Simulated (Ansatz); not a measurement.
One crystal and one scan (scan of one atom of the cell) at two levels, PBE (plane waves to 420 eV, PAW, scalar-relativistic; Ansatz, a first-principles code) and r2SCAN (plane waves to 500 eV, PAW, scalar-relativistic; Ansatz), each from its own relaxed cell and on its own mesh. The cell shown is that of PBE.

InP (zinc blende)

```
InP
1.0
    0.00000     2.97977     2.97977
    2.97977     0.00000     2.97977
    2.97977     2.97977     0.00000
P In
1 1
Direct
  0.75000   0.75000   0.75000
  0.00000   0.00000   0.00000
```

In this cell atom 2 (In, nearest neighbour P at 2.581 Å; its periodic images, 4.2 Å or more away, move with it) is moved by s along Cartesian z, unit vector (0.000, 0.000, 1.000); all other atoms and the cell stay fixed.

The energy includes the smearing's −TS. InP was relaxed with its symmetry unable to fall. Percentages come from the unrounded values.

```
quantity                                                                    PBE  r2SCAN     PBE − r2SCAN
------------------------------------------------------------------------  -----  ------  ---------------
Lattice constant a (Å)                                                    5.960   5.907  +0.053 (+0.9 %)
Band gap of the relaxed cell, no spin-orbit coupling (eV)                  0.44    1.03    -0.59 (-57 %)
Force constant k = d²E/ds² at s = 0 (finite differences) (eV/Å²)           7.24    7.86   -0.62 (-7.9 %)
Zone-centre optical wavenumber from k (transverse: no LO-TO term) (cm⁻¹)    284     296       -12 (-4 %)
```

PBE gives the higher value for: lattice constant a. PBE gives the lower value for: band gap of the relaxed cell, no spin-orbit coupling; force constant k = d²E/ds² at s = 0; zone-centre optical wavenumber from k. Both give the same shape of the curve: a single well with its minimum at or next to zero displacement. Neither level is exact: the differences show how much the result hangs on the functional.

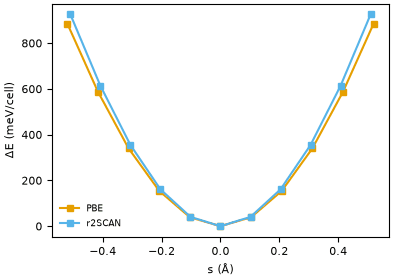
Figure. ΔE, each from the undisplaced structure of its own level.

(For displaced atoms, the force is minus the slope of the energy, and its curvature is a force constant, which sets phonon frequencies.)
